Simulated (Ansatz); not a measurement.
```xyz
7

C     0.7393   -1.7218    0.6873
C     0.2926   -0.6751    0.2631
F    -1.7598    0.6425   -1.1122
F     0.6391    1.5481   -1.4036
F    -0.6167    1.9136    0.8211
Si   -0.3686    0.8746   -0.3649
H     1.1352   -2.6498    1.0634
```

Geometry: PBE0-D4/def2-SVP.

These are results of Ansatz 0.2.0, isolated molecule in a Gaussian basis; Kohn-Sham density functional theory, functional PBE0, not measurements.

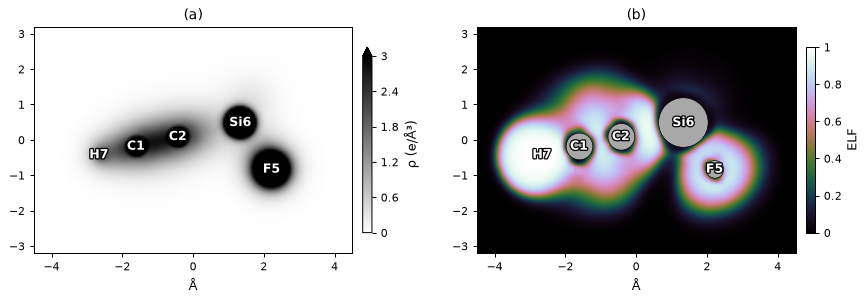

C$_{2}$HF$_{3}$Si. (a) electron density; (b) electron localisation function on the plane of atoms C2, Si6 and F5. Grey discs cover the atomic cores in the ELF map.

What do the fields say about this system?

Answer. The plane passes through C, F, Si and H nuclei. C–C (1.21 Å): ρ at the midpoint is about 2.8 e/Å³; the ELF peaks at about 0.85 between the atoms; a short, multiple covalent bond. Si–F (1.60 Å): the density is about 1.2 e/Å³ at the midpoint; the ELF peaks at about 0.85 in the valence shell of F, 0.6 Å from its nucleus, and is about 0.55 at the midpoint. C–Si (1.80 Å): the density is about 1.1 e/Å³ at the midpoint; the ELF peaks at about 0.95 between the atoms (a shared electron pair). C–H (1.08 Å): ρ is about 2.1 e/Å³ halfway; the ELF climbs to about 1 towards the hydrogen, as it does in any bond to H (a covalent bond by its length). The ELF also peaks beside F5, away from the bonds: lone-pair regions.
